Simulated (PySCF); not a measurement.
C6H7B, SMILES Bc1ccccc1 at its GFN2-xTB optimised geometry (Å):

```
14

B     -1.4244    -1.8333    -0.0013
C     -0.6159    -0.5175     0.0000
C     -1.2496     0.7338     0.0003
C     -0.5294     1.9128    -0.0003
C      0.8562     1.8781    -0.0005
C      1.5132     0.6576     0.0000
C      0.7867    -0.5175     0.0000
H     -2.5936    -1.8037     0.0029
H     -0.8698    -2.8632    -0.0070
H     -2.3297     0.7715     0.0003
H     -1.0442     2.8632    -0.0006
H      1.4219     2.7988    -0.0009
H      2.5936     0.6278     0.0003
H      1.3084    -1.4640     0.0000
```

Calculation: PBE/def2-TZVP run with PySCF.

Map of the log10 of the electron density (e/bohr³), floored at −4 on the plane z = 1.5 Å:

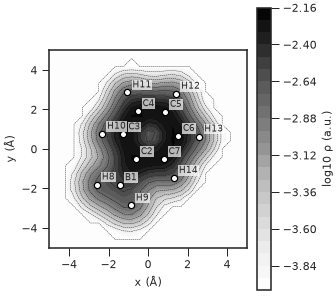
Figure: Log10 of the electron density (e/bohr³), floored at −4 on the plane z = 1.5 Å.
